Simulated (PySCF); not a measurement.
# C₆H₄F₄: runs on many settings

Aim: see how C₆H₄F₄ (`C=C=C=C(CF)C(F)(F)F`) answers to the choice of functional, basis, grid and SCF options.

Programs: PySCF 2.14.0, with density-fitted response routines of our own. Each step states its level of theory. These are calculated values for one molecule in the gas phase, unless marked as measured. Atoms count from 0, in the outputs and in this text.

## Step 1: The starting structure

14 atoms, charge 0, multiplicity 1; geometry from: GFN2-xTB.

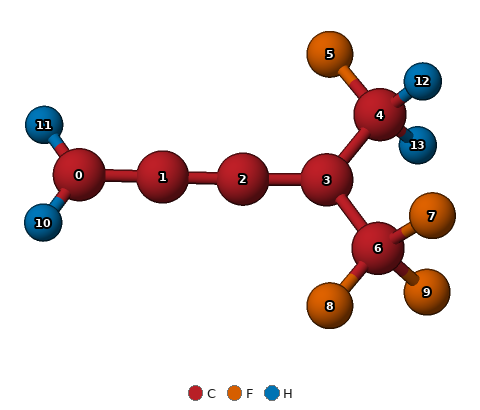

The starting geometry (carbon red, fluorine orange, hydrogen blue), atoms numbered.

## Step 2: Nuclear shieldings: PBE0/pcSseg-1

Job settings and geometry (Å):

```
{"job": {"kind": "nmr", "xc": "PBE0", "basis": "pcSseg-1"}, "charge": 0, "multiplicity": 1}
C      3.228032     0.012058    -0.394643
C      1.932398     0.003966    -0.239854
C      0.683619    -0.005558    -0.091789
C     -0.618775     0.010280     0.081800
C     -1.365984     1.060164     0.858943
F     -0.516366     2.000739     1.361620
C     -1.496069    -1.059199    -0.505643
F     -2.416553    -0.548482    -1.348225
F     -0.818219    -1.983372    -1.189474
F     -2.197175    -1.712608     0.442816
H      3.731631    -0.756986    -0.957225
H      3.834006     0.791025     0.038654
H     -2.085995     1.579815     0.212414
H     -1.895228     0.607683     1.708440
```

Method: GIAO PBE0/pcSseg-1 NMR shielding, non-relativistic, gas phase.

Run with:

```bash
$ OMP_NUM_THREADS=1 python probes_run.py task.json out
```

The driver reads the jobs from task.json and runs them one after another.

What it wrote:

```text
coarse grid: 13344 points
cycle   1  E = -629.3500544776  dE =  1.721e+00  |g| = 1.006e+00  |ddm| = 4.136e+00
cycle   2  E = -629.0613088065  dE =  2.887e-01  |g| = 1.655e+00  |ddm| = 2.285e+00
cycle   3  E = -629.5157291968  dE = -4.544e-01  |g| = 2.030e-01  |ddm| = 1.587e+00
cycle   4  E = -629.5241916330  dE = -8.462e-03  |g| = 1.073e-01  |ddm| = 2.660e-01
cycle   5  E = -629.5273554624  dE = -3.164e-03  |g| = 2.457e-02  |ddm| = 9.919e-02
cycle   6  E = -629.5274849585  dE = -1.295e-04  |g| = 7.614e-03  |ddm| = 2.337e-02
cycle   7  E = -629.5274987105  dE = -1.375e-05  |g| = 2.422e-03  |ddm| = 8.382e-03
cycle   8  E = -629.5275002162  dE = -1.506e-06  |g| = 3.527e-04  |ddm| = 2.999e-03
final grid: 135152 points
cycle   9  E = -629.6147414349  dE = -5.274e-05  |g| = 7.776e-03  |ddm| = 8.413e-02
cycle  10  E = -629.6147357270  dE =  5.708e-06  |g| = 1.034e-02  |ddm| = 1.664e-02
cycle  11  E = -629.6147536862  dE = -1.796e-05  |g| = 1.263e-03  |ddm| = 8.884e-03
cycle  12  E = -629.6147539696  dE = -2.834e-07  |g| = 5.786e-04  |ddm| = 1.676e-03
cycle  13  E = -629.6147540548  dE = -8.523e-08  |g| = 1.993e-04  |ddm| = 6.481e-04
cycle  14  E = -629.6147540649  dE = -1.013e-08  |g| = 4.698e-05  |ddm| = 2.166e-04
cycle  15  E = -629.6147540654  dE = -4.607e-10  |g| = 1.499e-05  |ddm| = 5.385e-05
converged SCF energy = -629.6147540654

GIAO shielding tensors (ppm)
atom      isotropic    diamagn.    paramagn.     s11        s22        s33       span
  0 C       77.602     265.957    -188.355      1.975     59.321    171.510    169.535
  1 C       -1.537     257.455    -258.992    -30.332     -2.188     27.909     58.241
  2 C        6.202     247.945    -241.744     -9.217     -6.681     34.503     43.721
  3 C       68.793     270.833    -202.040     16.732     62.684    126.962    110.230
  4 C      101.772     235.524    -133.752     78.394     79.303    147.619     69.225
  5 F      437.222     472.607     -35.385    405.834    436.015    469.816     63.982
  6 C       56.439     241.612    -185.173     51.589     57.111     60.616      9.027
  7 F      245.042     472.820    -227.778    155.174    240.335    339.617    184.443
  8 F      257.284     474.591    -217.307    179.238    253.483    339.132    159.894
  9 F      245.172     472.812    -227.640    155.316    240.528    339.670    184.354
 10 H       25.643      30.133      -4.491     24.108     24.446     28.374      4.266
 11 H       25.683      30.075      -4.392     24.075     24.580     28.395      4.320
 12 H       26.101      26.587      -0.486     21.432     27.481     29.391      7.959
 13 H       26.101      26.589      -0.488     21.431     27.486     29.386      7.956
```

It took 44 s on 1 thread of Arm Neoverse N1, shared host; peak memory 0.92 GiB.

Shifts follow as δ = σ(reference) − σ, with reference shieldings (ppm) from runs at the same level and on the same kind of geometry: 1H TMS 31.72, 13C TMS 186.9, 19F CFCl3 170.9. The references are single molecules in the gas phase, so shifts against H2O, NH3, PH3, H3PO4 or CFCl3 are not on the usual liquid scales and can be off by tens of ppm. Atoms listed in one row are averaged.

```tsv
atoms	environment	σ (ppm)	δ (ppm)	δ scaled to CDCl3
C1	inner carbon of a cumulene	-1.5	188.5	182.0
C2	inner carbon of a cumulene	6.2	180.7	174.5
C6	CF3 carbon	56.4	130.5	125.4
C3	terminal carbon of a cumulated C=C=C unit	68.8	118.1	113.4
C0	terminal carbon of a cumulated C=C=C unit	77.6	109.3	104.8
C4	allylic sp3 CH2 bonded to F	101.8	85.2	81.2
H10, H11	hydrogen on a terminal carbon of a cumulated C=C=C unit	25.66	6.05	5.81
H12, H13	hydrogen on an allylic sp3 CH2 bonded to F	26.10	5.62	5.40
F7, F8, F9	fluorine of a CF3 group	249.2	-78.2	–
F5	fluorine on an sp3 carbon	437.2	-266.3	–
```

The scaled column applies a straight-line fit of computed shieldings to shifts measured in CDCl3; 19F shifts take a fit of their own (root-mean-square error 0.16 ppm for H, 1.9 ppm for C).

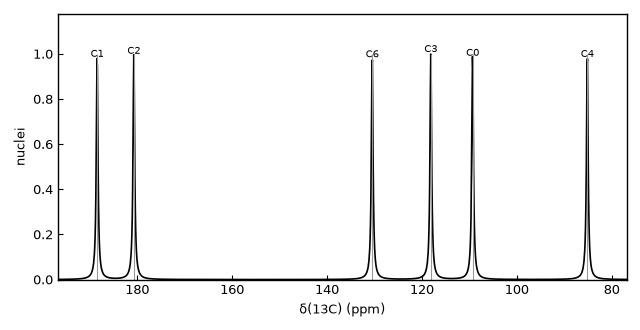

13C lines at the computed shifts, without couplings. Lines are broadened to a width of 0.41 ppm (Lorentzian).

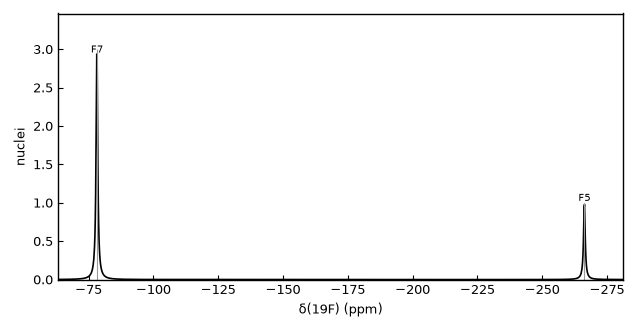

19F lines at the computed shifts, without couplings. Lines are broadened to a width of 0.75 ppm (Lorentzian).

The run also stored atomic charges by several schemes (e):

```tsv
atoms	Mulliken	IAO	Hirshfeld	ESP fit
C0	-0.14	-0.30	-0.06	-0.45
C1	-0.15	0.01	-0.01	0.12
C2	0.34	-0.02	-0.04	-0.11
C3	-0.73	-0.09	-0.04	-0.03
C4	0.31	0.04	0.03	0.11
F5	-0.32	-0.31	-0.11	-0.21
C6	0.89	0.81	0.26	0.47
F7, F8, F9	-0.26	-0.28	-0.09	-0.17
```

Mulliken charges:

C0 -0.14; C1 -0.15; C2 0.34; C3 -0.73; C4 0.31; F5 -0.32; C6 0.89; F7 -0.27; F8 -0.25; F9 -0.27; H10 0.16; H11 0.16; H12 0.14; H13 0.14

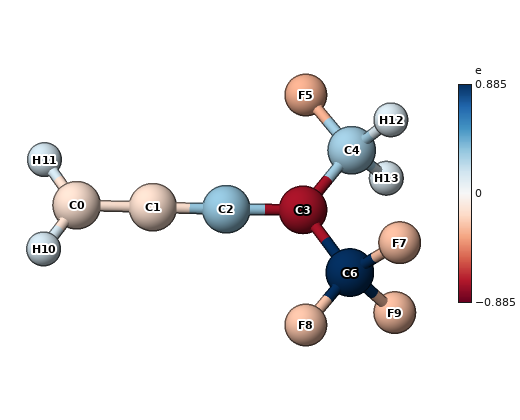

Mulliken charges, as colours on the atoms.

Mayer bond orders: C0–C1 2.04, C1–C2 1.68, C2–C3 1.57, C3–C4 0.98, C4–F5 0.94, C3–C6 1.04, C6–F7 0.99, C6–F8 1.04, C6–F9 0.99.

## Step 3: Ultraviolet spectrum: PBE0/def2-SVPD

Settings changed since step 2:

```diff
@@ -1,2 +1,2 @@
-{"job": {"kind": "nmr", "xc": "PBE0", "basis": "pcSseg-1"}, "charge": 0, "multiplicity": 1}
+{"job": {"kind": "uv", "xc": "PBE0", "basis": "def2-SVPD", "nstates": 6, "ntriplets": 2}, "charge": 0, "multiplicity": 1}
 C      3.228032     0.012058    -0.394643
```

With the program's defaults for keys left out, this is: TDDFT PBE0/def2-SVPD, vertical, gas phase, core orbitals frozen in the response.

What it wrote:

```text
coarse grid: 13344 points
cycle   1  E = -628.9808911791  dE =  1.647e+00  |g| = 9.425e-01  |ddm| = 1.615e+01
cycle   2  E = -628.7138059288  dE =  2.671e-01  |g| = 1.546e+00  |ddm| = 4.276e+00
cycle   3  E = -629.1347267422  dE = -4.209e-01  |g| = 1.963e-01  |ddm| = 3.375e+00
cycle   4  E = -629.1430788514  dE = -8.352e-03  |g| = 9.729e-02  |ddm| = 4.919e-01
cycle   5  E = -629.1456992898  dE = -2.620e-03  |g| = 2.444e-02  |ddm| = 2.102e-01
cycle   6  E = -629.1458325484  dE = -1.333e-04  |g| = 7.260e-03  |ddm| = 6.474e-02
cycle   7  E = -629.1458452686  dE = -1.272e-05  |g| = 2.306e-03  |ddm| = 1.718e-02
cycle   8  E = -629.1458466678  dE = -1.399e-06  |g| = 3.413e-04  |ddm| = 7.509e-03
final grid: 135152 points
cycle   9  E = -629.2342763962  dE = -3.833e-05  |g| = 8.190e-03  |ddm| = 1.604e-01
cycle  10  E = -629.2342683598  dE =  8.036e-06  |g| = 1.108e-02  |ddm| = 4.372e-02
cycle  11  E = -629.2342898336  dE = -2.147e-05  |g| = 1.280e-03  |ddm| = 1.816e-02
cycle  12  E = -629.2342901733  dE = -3.397e-07  |g| = 5.197e-04  |ddm| = 3.403e-03
cycle  13  E = -629.2342902468  dE = -7.357e-08  |g| = 1.578e-04  |ddm| = 1.060e-03
cycle  14  E = -629.2342902532  dE = -6.388e-09  |g| = 4.341e-05  |ddm| = 3.605e-04
cycle  15  E = -629.2342902536  dE = -3.924e-10  |g| = 1.436e-05  |ddm| = 1.460e-04
converged SCF energy = -629.2342902536

Static polarisability (au): isotropic 86.781, principal 52.250 63.552 144.540

Singlet excitations
state   eV       nm        f      main configurations
  1   4.1084    301.8   0.00000   H-1->L 0.99
  2   5.2483    236.2   0.52123   H->L 0.91
  3   5.8062    213.5   0.00008   H->L+1 0.98
  4   7.0612    175.6   0.02160   H-2->L 0.90
  5   7.1037    174.5   0.00674   H->L+2 0.87, H-3->L 0.10
  6   7.1104    174.4   0.00002   H-3->L 0.89, H->L+2 0.10

Triplet excitations (Tamm-Dancoff, eV): 2.6682 3.7598
```

It took 81 s on 1 thread of Arm Neoverse N1, shared host; peak memory 0.98 GiB.

The orbitals next to the gap, with their largest atomic shares:

```tsv
orbital	eV	atoms
HOMO−3	-10.74	F5 54 %, C3 13 %, C4 13 %
HOMO−2	-10.31	F5 26 %, C1 17 %, C4 14 %
HOMO−1	-8.26	C2 35 %, C1 33 %, C0 9 %
HOMO	-7.67	C0 25 %, C3 24 %, C1 16 %
LUMO	-2.35	C0 25 %, C3 21 %, C1 18 %
LUMO+1	-0.14	C1 27 %, C2 24 %, C0 12 %
LUMO+2	0.57	C0 19 %, C1 14 %, C4 13 %
```

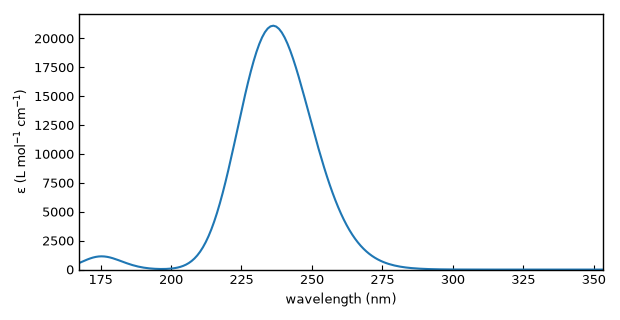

Absorption spectrum: each of the 6 states is a Gaussian band of 0.4 eV half-width at 1/e. Beyond the last state computed it falls off for lack of states.

Further results of this job:

```tsv
property	computed
dipole moment (D)	1.63
polarisability (Å³)	12.86
HOMO–LUMO gap (eV)	5.32
−ε(HOMO) (eV)	7.67
```

## Step 4: Spin-spin couplings: LDA/6-31G*

Settings changed since step 3:

```diff
@@ -1,2 +1,2 @@
-{"job": {"kind": "uv", "xc": "PBE0", "basis": "def2-SVPD", "nstates": 6, "ntriplets": 2}, "charge": 0, "multiplicity": 1}
+{"job": {"kind": "j", "xc": "LDA", "basis": "6-31G*", "grid": 4, "scf": {"conv": 1e-08}}, "charge": 0, "multiplicity": 1}
 C      3.228032     0.012058    -0.394643
```

Level: LDA/6-31G* indirect spin-spin coupling, non-relativistic, gas phase.

What it wrote:

```text
final grid: 349824 points
cycle   1  E = -625.4614982567  dE =  1.510e+00  |g| = 1.035e+00  |ddm| = 5.460e+00
cycle   2  E = -624.7685217898  dE =  6.930e-01  |g| = 2.204e+00  |ddm| = 3.825e+00
cycle   3  E = -625.5907086672  dE = -8.222e-01  |g| = 4.621e-01  |ddm| = 3.167e+00
cycle   4  E = -625.6463609519  dE = -5.565e-02  |g| = 2.032e-01  |ddm| = 6.849e-01
cycle   5  E = -625.6585892149  dE = -1.223e-02  |g| = 6.792e-02  |ddm| = 2.655e-01
cycle   6  E = -625.6595582755  dE = -9.691e-04  |g| = 3.005e-02  |ddm| = 9.258e-02
cycle   7  E = -625.6597821997  dE = -2.239e-04  |g| = 6.964e-03  |ddm| = 3.775e-02
cycle   8  E = -625.6597963495  dE = -1.415e-05  |g| = 1.780e-03  |ddm| = 1.612e-02
cycle   9  E = -625.6597970334  dE = -6.838e-07  |g| = 4.569e-04  |ddm| = 2.484e-03
cycle  10  E = -625.6597970678  dE = -3.441e-08  |g| = 2.092e-04  |ddm| = 1.156e-03
cycle  11  E = -625.6597970755  dE = -7.783e-09  |g| = 3.163e-05  |ddm| = 2.248e-04
converged SCF energy = -625.6597970755

Indirect spin-spin couplings (Hz)
  i      j    bonds     total        FC       PSO       DSO        SD
  0 C    5 F    5     -0.264    -0.467     0.099    -0.076     0.181
  0 C    7 F    5      0.848     1.873    -0.045    -0.174    -0.807
  0 C    9 F    5      0.835     1.854    -0.044    -0.174    -0.801
  0 C   10 H    1    152.162   151.230     0.303     0.629         -
  0 C   11 H    1    152.211   151.275     0.308     0.629         -
  0 C   12 H    5      2.488     2.588     0.118    -0.218         -
  0 C   13 H    5      2.495     2.595     0.118    -0.217         -
  1 C    5 F    4      0.834     0.787     0.015     0.016     0.016
  1 C    7 F    4     -0.248    -0.751     0.252    -0.193     0.444
  1 C    9 F    4     -0.235    -0.731     0.250    -0.193     0.440
  1 C   10 H    2     -2.580    -1.106    -1.002    -0.471         -
  1 C   11 H    2     -2.333    -0.852    -1.016    -0.465         -
  1 C   12 H    4     -2.223    -2.120     0.152    -0.254         -
  1 C   13 H    4     -2.228    -2.127     0.151    -0.253         -
  2 C    5 F    3      3.489     4.677    -1.534     0.193     0.153
  2 C    7 F    3      4.542     5.217     1.124    -0.156    -1.643
  2 C    8 F    3     -1.654    -0.255    -2.026     0.263     0.364
  2 C    9 F    3      4.606     5.272     1.129    -0.157    -1.638
  2 C   10 H    3      5.240     5.390     0.211    -0.361         -
  2 C   11 H    3      5.632     5.779     0.215    -0.362         -
  2 C   12 H    3      4.075     4.246     0.069    -0.240         -
  2 C   13 H    3      4.082     4.253     0.068    -0.239         -
  3 C    5 F    2     17.575    22.519    -4.999     0.145    -0.091
  3 C    7 F    2     29.578    29.533    -1.720     0.216     1.550
  3 C    8 F    2     37.251    38.846    -2.327     0.165     0.567
  3 C    9 F    2     29.703    29.654    -1.717     0.215     1.551
  3 C   10 H    4     -3.117    -3.103     0.183    -0.198         -
  3 C   11 H    4     -3.108    -3.092     0.175    -0.191         -
  3 C   12 H    2     -2.184    -2.167    -0.204     0.186         -
  3 C   13 H    2     -2.191    -2.174    -0.203     0.187         -
  4 C    5 F    1   -219.316  -259.243    24.465     0.890    14.572
  4 C    7 F    3     -2.172    -1.769    -0.605     0.196     0.006
  4 C    8 F    3      1.780     1.659     0.314    -0.251     0.058
  4 C    9 F    3     -2.183    -1.779    -0.607     0.198     0.006
  4 C   10 H    5      2.470     2.573     0.099    -0.202         -
  4 C   11 H    5      2.505     2.567     0.068    -0.130         -
  4 C   12 H    1    141.937   141.096    -0.411     1.252         -
  4 C   13 H    1    141.934   141.092    -0.411     1.252         -
  5 F    6 C    3      6.316     6.421    -0.222    -0.109     0.226
  5 F    7 F    4     -0.866     0.724     0.191    -0.703    -1.077
  5 F    8 F    4     16.394     3.846     7.156    -0.992     6.384
  5 F    9 F    4     -0.926     0.695     0.160    -0.706    -1.075
  5 F   10 H    6      0.726     1.104     0.306    -0.661    -0.023
  5 F   11 H    6      1.076     1.172    -0.224     0.057     0.071
  5 F   12 H    2     35.413    30.540     8.643    -0.804    -2.965
  5 F   13 H    2     35.415    30.541     8.643    -0.805    -2.965
  6 C    7 F    1   -307.656  -287.441   -27.469     1.559     5.696
  6 C    8 F    1   -290.532  -266.156   -31.084     1.569     5.140
  6 C    9 F    1   -307.628  -287.423   -27.462     1.559     5.698
  6 C   10 H    5      4.176     4.204     0.029    -0.058         -
  6 C   11 H    5      4.075     4.121     0.089    -0.135         -
  6 C   12 H    3      0.865     0.753    -0.199     0.311         -
  6 C   13 H    3      0.856     0.745    -0.198     0.309         -
  7 F    8 F    2     89.793    71.315   -23.589    -0.048    42.114
  7 F    9 F    2    105.630    86.857   -26.802     0.004    45.572
  7 F   10 H    6     -1.084    -0.367     0.262    -0.538    -0.441
  7 F   11 H    6     -0.525    -0.492     0.341    -0.672     0.297
  7 F   13 H    4     -1.286    -1.221     0.219    -0.192    -0.091
  8 F    9 F    2     89.737    71.173   -23.511    -0.048    42.124
  8 F   10 H    6      0.255     0.240    -0.172     0.156     0.031
  8 F   12 H    4     -1.243    -0.258     0.263    -1.174    -0.074
  8 F   13 H    4     -1.230    -0.250     0.265    -1.171    -0.075
  9 F   10 H    6     -1.072    -0.357     0.263    -0.539    -0.439
  9 F   11 H    6     -0.515    -0.479     0.341    -0.672     0.294
  9 F   12 H    4     -1.266    -1.205     0.207    -0.178    -0.091
 10 H   11 H    2     -8.308    -7.046     2.362    -3.624         -
 10 H   12 H    6     -1.822    -1.461     0.471    -0.832         -
 10 H   13 H    6     -1.825    -1.465     0.470    -0.831         -
 11 H   12 H    6     -1.748    -1.447     0.368    -0.670         -
 11 H   13 H    6     -1.754    -1.454     0.366    -0.667         -
 12 H   13 H    2    -12.562   -11.862     0.818    -1.518         -
```

Wall time 35 s (1 thread of Arm Neoverse N1, shared host); peak memory 0.56 GiB.

This basis has no tight s functions, so the Fermi-contact terms are rough.

Beyond four bonds or across contacts, the largest of 1 Hz or more: C6–H10 4.2 Hz, C6–H11 4.1 Hz, C4–H11 2.5 Hz, C0–H13 2.5 Hz.

A choice of the couplings up to four bonds, sorted by the number of bonds, with means over like pairs; isotopes 13C, 19F, 1H:

```tsv
pair	bonds	J (Hz)	Fermi contact (Hz)	dihedral (°)
C6–F7	1	-301.9	-280.3	–
C4–F5	1	-219.3	-259.2	–
C0–H10	1	152.2	151.3	–
C4–H12	1	141.9	141.1	–
F7–F8	2	95.1	76.4	–
F5–H12	2	35.4	30.5	–
C3–F7	2	32.2	32.7	–
C3–F5	2	17.6	22.5	–
H12–H13	2	-12.6	-11.9	–
H10–H11	2	-8.3	-7.0	–
C1–H10	2	-2.5	-1.0	–
C3–H12	2	-2.2	-2.2	–
F5–C6	3	6.3	6.4	-180
C2–H10	3	5.4	5.6	–
C2–H12	3	4.1	4.2	119
C2–F5	3	3.5	4.7	0
C2–F7	3	2.5	3.4	–
F5–F7	4	4.9	1.8	–
C3–H10	4	-3.1	-3.1	–
C1–H12	4	-2.2	-2.1	–
```

Means hide unlike values in this fixed geometry: C2–F7 from -1.7 to 4.6 Hz; F5–F7 from -0.9 to 16.4 Hz. They hold only if the pairs exchange fast.

The spin-dipole term was solved for some atoms only; pairs without it lack that part.

The response was solved for the nuclei of F, H alone, so couplings that need other nuclei can be missing.

Shifts (PBE0/pcSseg-1, scaled to CDCl3) and these couplings together give the proton spectrum at 400 MHz below.

1H NMR δ 5.81 (t, J = 1.8 Hz, 2H), 5.40 (dt, J = 35.4, 1.8 Hz, 2H). The letters are first-order; like nuclei with unlike couplings give more lines.

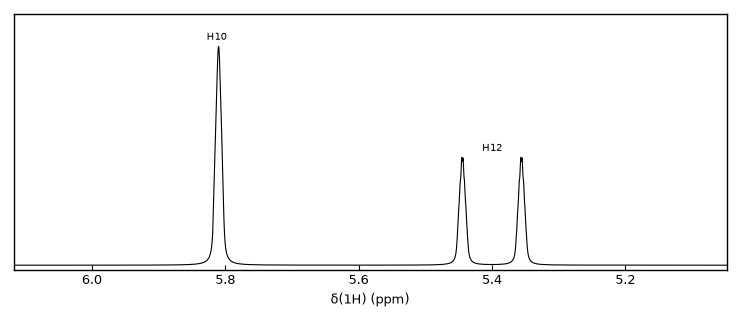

Simulated proton spectrum at 400 MHz, by exact diagonalisation of each spin system; lines 1.2 Hz wide, exchangeable protons uncoupled.

(Part 1 of 2 ends here.)
